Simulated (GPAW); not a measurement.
Band structure of CuZn (Pm-3m, 2 atoms in the cell).

```
CuZn
1.0
    2.99277     0.00000     0.00000
    0.00000     2.99277     0.00000
    0.00000     0.00000     2.99277
Zn Cu
1 1
Direct
  0.50000   0.50000   0.50000
  0.00000   0.00000   0.00000
```

Level of theory: PBE, GPAW PAW datasets PBE (gpaw-data 1.0.1) (plane waves; GPAW).

Settings: mode = pw; ecut = 850 eV; xc = PBE; kpts = 7 7 7; mesh shift (steps) = 0 0 0; occupations.name = methfessel-paxton; occupations.width = 0.272 eV; occupations.order = 0; nbands = -10; convergence.forces = 0.001 eV/Å; symmetry.symmorphic = false; symmetry.tolerance = 0.0005; maxiter = 120; bandpath_npoints = 40.

The starting cell has typed, rounded lattice constants, without a prior relaxation at this level. Its lattice was rescaled by a random factor within 2.5 % of one. Spin polarisation is off.

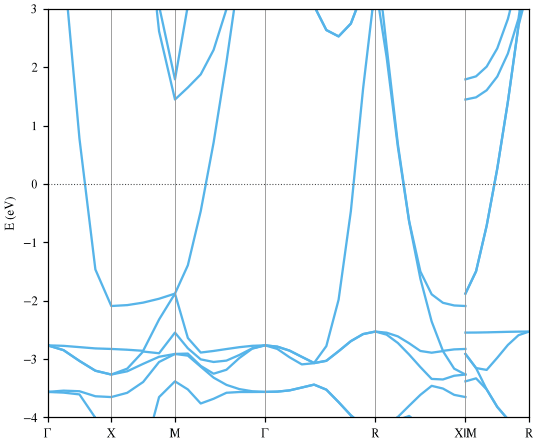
Fig. 1. Bands along the path, energies from the Fermi level.

Levels in eV from the Fermi level, bands 8 to 15:
```csv
point,8,9,10,11,12,13,14,15
Γ,-3.56,-2.76,-2.76,-2.76,5.92,5.92,5.92,10.80
X,-3.65,-3.26,-3.26,-2.83,-2.09,11.17,11.17,11.79
M,-2.91,-2.91,-2.55,-1.88,-1.88,1.44,1.79,13.33
R,-4.20,-2.53,-2.53,3.41,4.09,4.09,4.09,4.25
```

Bands cross the Fermi level along this path, so the cell is metallic at this level.
